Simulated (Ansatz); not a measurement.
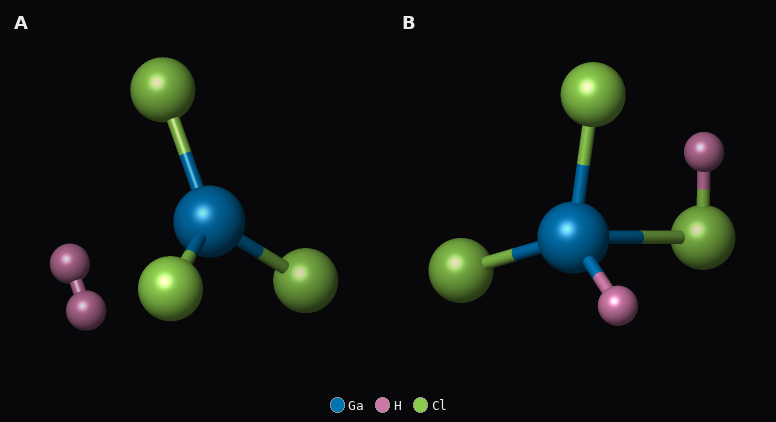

2 stationary structures of one formula. Geometries: PBE0-D4/def2-TZVP. Electronic energies: RHF-CCSD(T) (frozen core)/def2-SVP (Ansatz 0.2.0), without zero-point energy.

Which is lowest in energy, and by how much?

Answer. A is lowest (Cs, a minimum); B lies 0.594 eV above it (C1, a minimum).

Give E(B) − E(A) in eV at these levels too: RHF-MP2 (frozen core)/def2-QZVPP; RHF/STO-3G; ωB97M-V/def2-TZVPP; PBE-D4/def2-SVP; RHF-CCSD(T) (frozen core)/def2-TZVPP; B3LYP-D4/def2-TZVPP; SPW92 (LDA)/def2-TZVPP; PBE-D4/def2-TZVPP.

| level | E(B) − E(A) (eV) |
| --- | --- |
| RHF-MP2 (frozen core)/def2-QZVPP | +0.702 |
| RHF/STO-3G | +1.165 |
| ωB97M-V/def2-TZVPP | +0.610 |
| PBE-D4/def2-SVP | +0.513 |
| RHF-CCSD(T) (frozen core)/def2-TZVPP | +0.656 |
| B3LYP-D4/def2-TZVPP | +0.630 |
| SPW92 (LDA)/def2-TZVPP | +0.429 |
| PBE-D4/def2-TZVPP | +0.591 |
